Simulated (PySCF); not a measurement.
# SiHF3 (SMILES F[SiH](F)F) at 5 levels

Aim: a comparison of 5 runs (HF/STO-3G, B3LYP/6-31G*, PBE0/def2-SVP, TPSSh/def2-TZVP, CCSD(T)/def2-SVP) of SiHF3. 

The calculation is run with PySCF 2.14.0.

## 1. Starting point

The species is SiHF3 (5 atoms), meant as a singlet with charge 0. As SMILES, `F[SiH](F)F`. The coordinates come from a PBE0-D4/def2-TZVP relaxation.

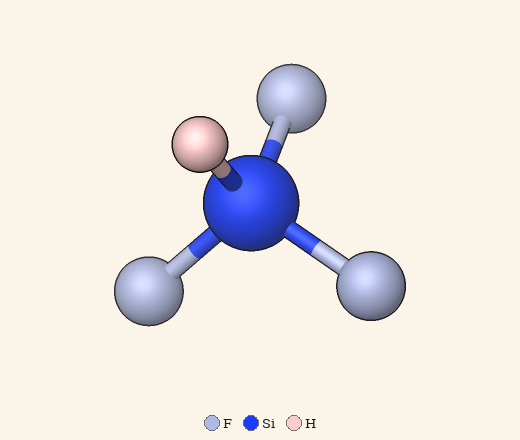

Viewed from a chosen angle; fluorine light blue, silicon blue, hydrogen pink.

## 2. Energy and forces at HF/STO-3G (run 1)

Contents of input.py:

```python
import pyscf.grad
from pyscf import gto

mol = gto.Mole()
mol.atom = '''
F     -0.844897    -0.155335     2.818149
Si     0.076912     0.003213    -0.003402
F     -1.128355     2.421495    -1.241928
F     -0.937115    -2.387291    -1.449798
H      2.833455     0.117919    -0.123021
'''
mol.unit = 'bohr'
mol.basis = 'sto-3g'
mol.verbose = 4
mol.max_memory = 1860
mol.build()

hf = mol.RHF()
hf.conv_tol = 1e-10
hf.kernel()
if not hf.converged:
    hf = hf.newton().run(hf.mo_coeff, hf.mo_occ)

etot = hf.e_tot
print('E = %.10f Eh' % etot)
grad = hf.Gradients().kernel()
dip = hf.dip_moment()
pop, q = hf.mulliken_pop()
```

On the command line:

```
OMP_NUM_THREADS=1 python input.py
```

Standard output:

```text
PySCF version 2.14.0

[... 57 lines left out ...]
converged SCF energy = -580.356378856708
[... 12 lines left out ...]
Dipole moment(X, Y, Z, Debye):  1.07797,  0.04492, -0.04713
[... 31 lines left out ...]
charge of    4H =     -0.17658
```

It took 0.88 s on 1 thread of Arm Neoverse V2, shared host; peak memory 0.12 GiB.

## 3. Energy and forces at B3LYP/6-31G(d) (spherical functions) (run 2)

Contents of input.py:

```python
import pyscf.grad
from pyscf import gto, dft

molecule = gto.Mole()
molecule.atom = [
    ('F', (-0.447100, -0.082200, 1.491300)),
    ('Si', (0.040700, 0.001700, -0.001800)),
    ('F', (-0.597100, 1.281400, -0.657200)),
    ('F', (-0.495900, -1.263300, -0.767200)),
    ('H', (1.499400, 0.062400, -0.065100)),
]
molecule.verbose = 4
molecule.max_memory = 1860
molecule.basis = '6-31g*'
molecule.charge = 0
molecule.build()

mf = dft.RKS(molecule, xc='b3lyp')
mf.conv_tol = 1e-10
mf.grids.level = 5
mf.kernel()
if not mf.converged:
    mf = mf.newton().run(mf.mo_coeff, mf.mo_occ)

energy = mf.e_tot
print('Final energy', energy)
grad = mf.Gradients().kernel()
mf.analyze()
```

On the command line:

```
OMP_NUM_THREADS=1 python input.py
```

Standard output:

```text
PySCF version 2.14.0

[... 95 lines left out ...]
MO #2   energy= -24.7099406021917  occ= 2
[... 11 lines left out ...]
MO #14  energy= -0.515868969329415 occ= 2
[... 11 lines left out ...]
MO #26  energy= 0.165639160046225  occ= 0
[... 11 lines left out ...]
MO #38  energy= 1.23350029563786   occ= 0
[... 11 lines left out ...]
MO #50  energy= 1.80686508851675   occ= 0
[... 11 lines left out ...]
MO #62  energy= 2.99468592224425   occ= 0
[... 70 lines left out ...]
Dipole moment(X, Y, Z, Debye):  1.25739,  0.05240, -0.05512
```

It took 12 s on 1 thread of Arm Neoverse V2, shared host; peak memory 0.62 GiB.

Runs 3 to 4 aren't shown in full; the table further down has their settings and results.

## 4. A single-point energy at CCSD(T)/def2-SVP (run 5)

Contents of run.py:

```python
from pyscf import gto, scf, cc

molecule = gto.M(
    atom=[
    ('F', (-0.447100, -0.082200, 1.491300)),
    ('Si', (0.040700, 0.001700, -0.001800)),
    ('F', (-0.597100, 1.281400, -0.657200)),
    ('F', (-0.495900, -1.263300, -0.767200)),
    ('H', (1.499400, 0.062400, -0.065100)),
],
    verbose=4,
    max_memory=1860,
    spin=0,
    basis='def2-svp',
)

mf = scf.RHF(molecule)
mf.conv_tol = 1e-10
mf.kernel()
if not mf.converged:
    mf = mf.newton().run(mf.mo_coeff, mf.mo_occ)

mycc = cc.CCSD(mf, frozen=8)
mycc.kernel()
e_t = mycc.ccsd_t()
etot = mycc.e_tot + e_t
print('Final energy', etot)
dip = mf.dip_moment()
pop, q = mf.mulliken_pop()
```

On the command line:

```
OMP_NUM_THREADS=1 python run.py
```

Standard output:

```text
PySCF version 2.14.0

[... 57 lines left out ...]
converged SCF energy = -587.685972172265
[... 12 lines left out ...]
Init t2, MP2 energy = -588.333262530529  E_corr(MP2) -0.647290358263732
[... 11 lines left out ...]
CCSD converged
[... 2 lines left out ...]
Final energy -588.3549825003688
Dipole moment(X, Y, Z, Debye):  1.58583,  0.06608, -0.06946
[... 71 lines left out ...]
charge of    4H =     -0.16518
```

It took 8.4 s on 1 thread of Arm Neoverse V2, shared host; peak memory 0.21 GiB.

## 5. The series

| run | level | integration grid | task | energy (Eh) | dipole moment (D) of the reference | HOMO energy (eV) | LUMO energy (eV) | wall time |
| --- | --- | --- | --- | --- | --- | --- | --- | --- |
| 1 | HF/STO-3G | – | gradient | -580.356379 | 1.08 | -10.89 | 12.69 | 0.88 s |
| 2 | B3LYP/6-31G* (spherical functions) | 5 | gradient | -589.795356 | 1.26 | -10.71 | 1.46 | 12 s |
| 3 | PBE0/def2-SVP | 5 | gradient | -589.064358 | 1.31 | -11.09 | 1.75 | 11 s |
| 4 | TPSSh/def2-TZVP | 5 | gradient | -589.975838 | 1.24 | -10.43 | 0.73 | 75 s |
| 5 | CCSD(T)/def2-SVP | – | energy | -588.354983 | 1.59 | -15.37 | 5.32 | 8.4 s |

## 6. Results

```
                                          quantity          value
                               run 5: total energy  -588.35498 Eh
       run 5: dipole moment (Hartree–Fock density)         1.59 D
        run 5: HOMO energy (Hartree–Fock orbitals)      -15.37 eV
        run 5: LUMO energy (Hartree–Fock orbitals)        5.32 eV
      run 5: HOMO–LUMO gap (Hartree–Fock orbitals)       20.69 eV
run 5: correlation energy (8 core orbitals frozen)     -669.0 mEh
                             run 5: (T) correction      -9.23 mEh
                              run 5: T1 diagnostic          0.011
```

What this shows: Over runs 1, 2, 3, 4 the dipole moment (its size) runs from 1.08 D (HF/STO-3G) to 1.31 D (PBE0/def2-SVP). The two ends differ in method and basis. Over runs 1, 2, 3, 4 the HOMO–LUMO gap runs from 11.16 eV (TPSSh/def2-TZVP) to 23.58 eV (HF/STO-3G). Totals of different functionals can't be ranked against each other. In run 1 the basis is minimal, so the values are rough. All runs together took 1.8 min, the longest 75 s.
